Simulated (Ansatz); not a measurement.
A series of calculations on AlH₂Cl

### Relaxation

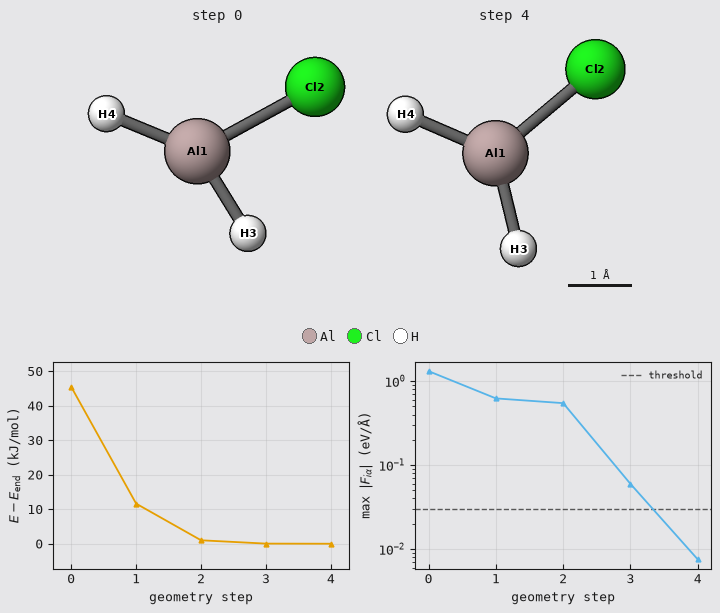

First and last geometry of a relaxation of AlH₂Cl, with the history of the run. The picture is a ball-and-stick view, seen face on.

The run prepares an end point of a later path (reaction) calculation, from a guessed geometry.

Theory: Ansatz, RKS r2SCANh-D4/cc-pVDZ.

Input
```yaml
crystal:
  periodic: [false, false, false]
  atoms:
    - { symbol: Al, position_ang: [0.299211, 0.0, 0.016178] }
    - { symbol: Cl, position_ang: [1.085306, 0.0, 2.05512] }
    - { symbol: H, position_ang: [1.768057, 0.0, -0.475744] }
    - { symbol: H, position_ang: [-1.205574, 0.0, -0.471354] }
basis:
  gaussian: { orbitals: cc-pVDZ }
hamiltonian:
  xc: r2scanh
  dispersion: d4
relax:
  f_tol: 0.03
  max_steps: 50
```

Command:
```bash
ansatz run input.yaml --threads 1 --pin off --max-ram 2048MiB --backend cpu --events-out ev --progress --plain --runs-dir out
```

What do the curves and the structures tell?

It converged. The largest move after the best rigid fit is that of H3, 0.37 Å. By element the largest moves are H 0.37 Å, Cl 0.30 Å, Al 0.18 Å. Among the contacts that change: Al1–Cl2 2.185 → 2.130 Å, Al1–H3 1.549 → 1.579 Å. Bond angles that change, for instance: Cl2–Al1–H3 87.4° → 117.0°, H3–Al1–H4 143.5° → 126.2°, Cl2–Al1–H4 129.0° → 116.8°. Over 4 geometry steps the energy falls by 45.5 kJ/mol. Largest force component: 1.3 eV/Å at the start, 0.0075 eV/Å at the end. Cost: 5.5 s on 1 thread of Intel(R) Xeon(R) 6975P-C (Granite Rapids), with other jobs on the host, peak memory 0.13 GiB.

```
step  E − E(0), kJ/mol  largest force component, eV/Å
   0              0.00                         1.3136
   1            -33.85                         0.6223
   2            -44.48                         0.5464
   3            -45.44                         0.0596
   4            -45.48                         0.0075
```

### Relaxation

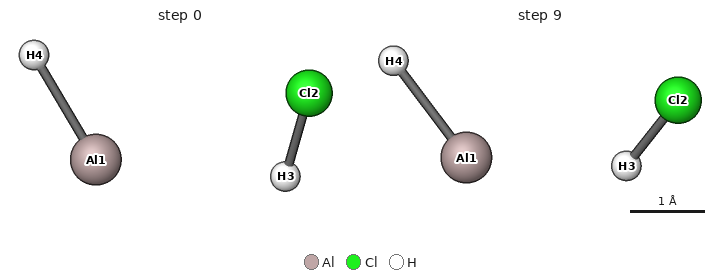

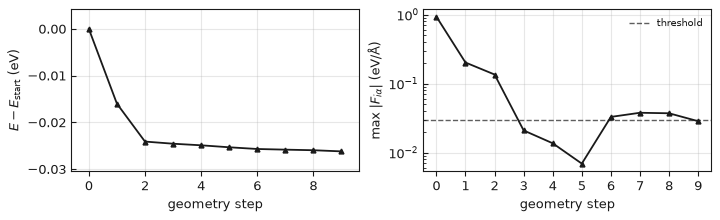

First and last geometry of a relaxation of AlH$_{2}$Cl, with the history of the run. The picture is a ball-and-stick view, seen from a free direction.

The run prepares an end point of a later path (reaction) calculation, from a guessed geometry.

These are results of RKS r2SCANh-D4/cc-pVDZ in Ansatz, not measurements. Set-up: no spin polarisation; force threshold 0.03 eV/Å; at most 50 steps.

What do the curves and the structures tell?

Answer. It converged. The largest move after the best rigid fit is that of H3, 0.30 Å. By element the largest moves are H 0.30 Å, Al 0.16 Å, Cl 0.16 Å. Near-neighbour distances that change, for instance: Al1–H3 2.758 → 2.336 Å, Al1–Cl2 3.431 → 3.355 Å, Al1–H4 1.675 → 1.656 Å, Cl2–H3 1.339 → 1.329 Å. Over 9 geometry steps the energy falls by 0.026 eV. The largest force component goes from 0.94 to 0.029 eV/Å.

Limits of the set-up: the start holds two separate molecules, 2.8 Å apart at their closest, whose relative position is a soft coordinate.

### Path

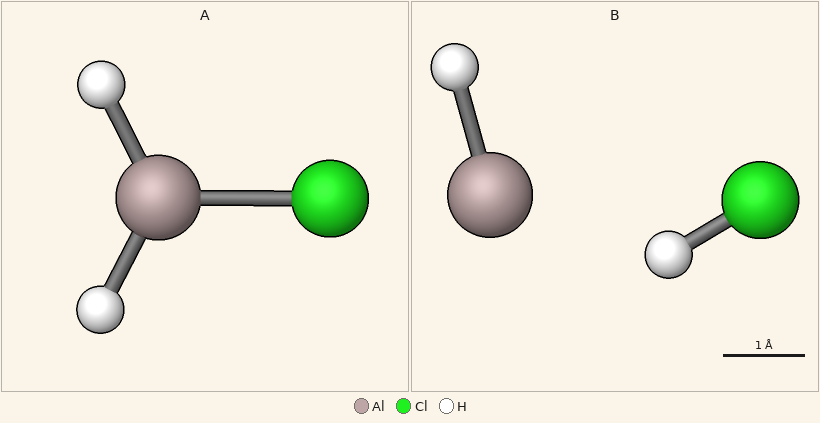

The two relaxed end points of a path for AlH₂Cl. A ball-and-stick model, seen face on.

Computed with Ansatz, RKS r2SCANh-D4/cc-pVDZ.

Settings: 9 movable images; climbing image; force threshold 0.05 eV/Å; iteration limit 60.

Start:
```xyz
4

Al    0.4574    0.0000    0.1081
Cl    0.8217    0.0000    2.2068
H     1.7210    0.0000   -0.8382
H    -1.0530    0.0000   -0.3525
```

End:
```xyz
4

Al    0.0395    0.0000   -0.9383
Cl    1.7148    0.0000    1.9685
H     1.7623    0.0000    0.6400
H    -1.5697    0.0000   -0.5459
```

### What barrier does the band find between them, and by what path?

The energy climbs by 284.7 kJ/mol to image 7 and then falls by 10.6 kJ/mol, so the end point sits at +274.0 kJ/mol. Breaking: Al1–Cl2 (2.13 → 2.65 at the top → 3.36 Å), Al1–H3 (1.58 → 1.76 at the top → 2.34 Å). Forming: Cl2–H3 (3.18 → 1.56 at the top → 1.33 Å). The band converged in 7 iterations, with a climbing image at the top.

Energies of the converged images:

| image | path (Å) | E (kJ/mol) |
| --- | --- | --- |
| 0 | 0.00 | 0.0 |
| 1 | 0.23 | 7.8 |
| 2 | 0.46 | 33.0 |
| 3 | 0.69 | 78.7 |
| 4 | 0.92 | 145.5 |
| 5 | 1.15 | 218.3 |
| 6 | 1.38 | 269.1 |
| 7 | 1.61 | 284.7 |
| 8 | 1.90 | 276.9 |
| 9 | 2.19 | 274.2 |
| 10 | 2.49 | 274.0 |

The geometry at the top of the path:

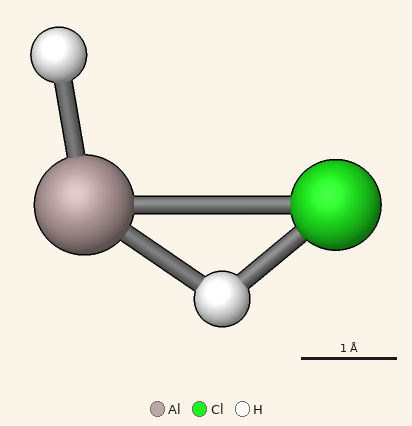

Cost: 62 s on 1 thread of Intel(R) Xeon(R) 6975P-C (Granite Rapids), on a shared host, peak memory 0.13 GiB.
